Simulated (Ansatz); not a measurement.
## Electronic structure of C$_{3}$H$_{8}$Cl$_{2}$Ge (SMILES C[CH](C)[GeH]([Cl])[Cl]) in real space

```yaml
atoms:
  - { symbol: C, position_ang: [0.7650, -1.5916, 0.5570] }
  - { symbol: C, position_ang: [0.3270, -1.5207, 2.0279] }
  - { symbol: C, position_ang: [1.5060, -1.3356, 2.9913] }
  - { symbol: Cl, position_ang: [-0.1289, 1.8570, 1.8939] }
  - { symbol: Cl, position_ang: [-1.7808, -0.1178, 4.3123] }
  - { symbol: Ge, position_ang: [-1.0346, -0.1043, 2.2542] }
  - { symbol: H, position_ang: [1.2741, -0.6720, 0.2474] }
  - { symbol: H, position_ang: [1.4688, -2.4221, 0.4165] }
  - { symbol: H, position_ang: [-0.0796, -1.7577, -0.1221] }
  - { symbol: H, position_ang: [-0.2174, -2.4383, 2.2908] }
  - { symbol: H, position_ang: [2.2157, -2.1651, 2.8763] }
  - { symbol: H, position_ang: [1.1798, -1.3147, 4.0361] }
  - { symbol: H, position_ang: [2.0456, -0.4048, 2.7847] }
  - { symbol: H, position_ang: [-2.2795, -0.1758, 1.3418] }
```

Geometry: B3LYP/6-31G*.

The calculation used isolated molecule in a Gaussian basis; Kohn-Sham density functional theory, functional PBE0 (Ansatz).

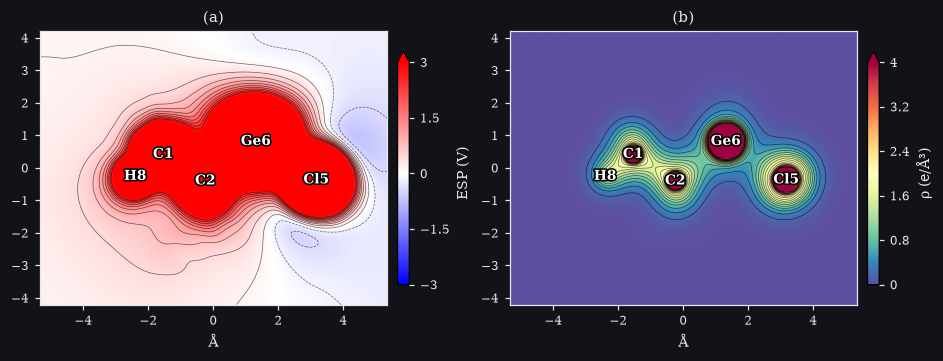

Figure 1. (a) molecular electrostatic potential; (b) total electron density on the plane of atoms C2, Ge6 and Cl5.

Q: Describe what can be read from this map.

A: Atoms in the plane: C, Cl, Ge and H.
C–C (1.54 Å): the density is about 1.6 e/Å³ at the midpoint.
C–Ge (1.98 Å): ρ is about 0.88 e/Å³ halfway.
Ge–Cl (2.19 Å): ρ at the midpoint is about 0.69 e/Å³.
C–H (1.10 Å): ρ is about 1.9 e/Å³ halfway.
Outside the dense part of the molecule the potential is most negative (−0.7 V) near Cl5.

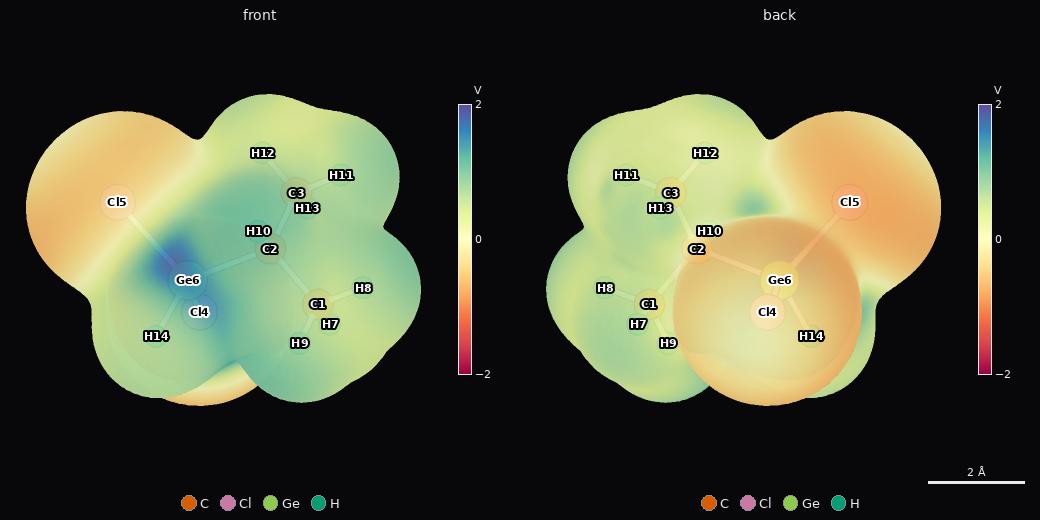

Figure 2. The molecular electrostatic potential painted on the density surface at 0.002 e/bohr³, seen from the front and from behind; the colour scale runs from red (negative) to blue (positive).

Q: Describe the electrostatic potential map.

A: The most negative region (about −0.8 V) lies over Cl4 and Cl5, the most positive (about +1.7 V) over Ge6.

Q: How polar is the molecule by this calculation?

A: Its dipole moment is 3.32 D.

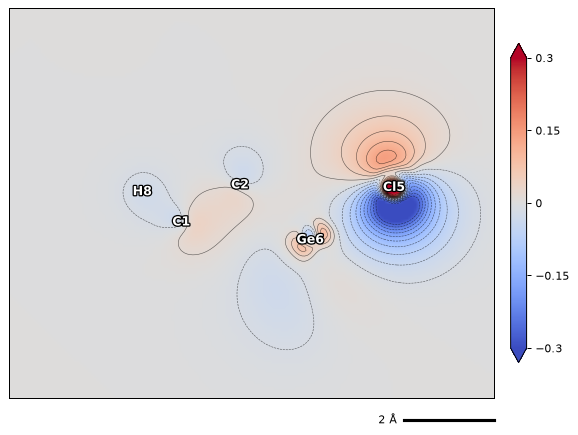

Figure 3. The HOMO−1 on the plane of atoms C1, C2 and Ge6 (values in Å⁻³ᐟ²; the overall sign is arbitrary).

Q: Where does this orbital lie, and at what energy?

A: Its weight (Hirshfeld) is mainly on Cl5 (about 45 %) and Cl4 (about 45 %); largely a combination of lone pairs on Cl5 and Cl4. Its energy is −8.99 eV.
